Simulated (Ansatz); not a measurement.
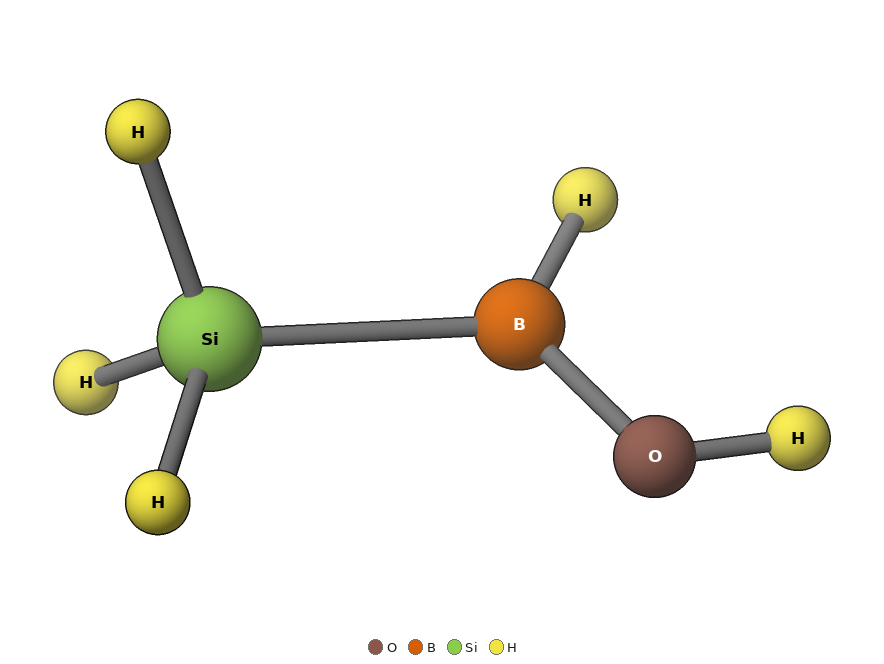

The computed structure is the end point of a PBE0-D4/def2-TZVP optimisation. Program: Ansatz 0.2.0.

Compare HOMO energy (eV), HOMO–LUMO gap (eV) at these levels: B3LYP-D4/def2-TZVPP; B97M-V/def2-TZVPP; BHLYP-D4/def2-TZVPP; CAM-B3LYP-D4/def2-TZVPP; HSE06 (plane-wave form)-D4/def2-TZVPP; PBE0-D4/def2-SVP; SPW92 (LDA)/def2-TZVPP; r2SCAN-D4/def2-TZVPP; r2SCAN0-D4/def2-TZVPP; revPBE-D4/def2-TZVPP; ωB97M-V/def2-QZVPP; ωB97M-V/def2-SVP.

| level | HOMO energy (eV) | HOMO–LUMO gap (eV) |
| --- | --- | --- |
| B3LYP-D4/def2-TZVPP | −7.71 | 6.43 |
| B97M-V/def2-TZVPP | −7.01 | 5.12 |
| BHLYP-D4/def2-TZVPP | −9.10 | 9.06 |
| CAM-B3LYP-D4/def2-TZVPP | −9.27 | 9.34 |
| HSE06 (plane-wave form)-D4/def2-TZVPP | −7.49 | 6.03 |
| PBE0-D4/def2-SVP | −7.82 | 6.92 |
| SPW92 (LDA)/def2-TZVPP | −6.67 | 4.40 |
| r2SCAN-D4/def2-TZVPP | −6.88 | 5.12 |
| r2SCAN0-D4/def2-TZVPP | −8.05 | 7.15 |
| revPBE-D4/def2-TZVPP | −6.59 | 4.64 |
| ωB97M-V/def2-QZVPP | −10.08 | 10.87 |
| ωB97M-V/def2-SVP | −9.95 | 11.15 |
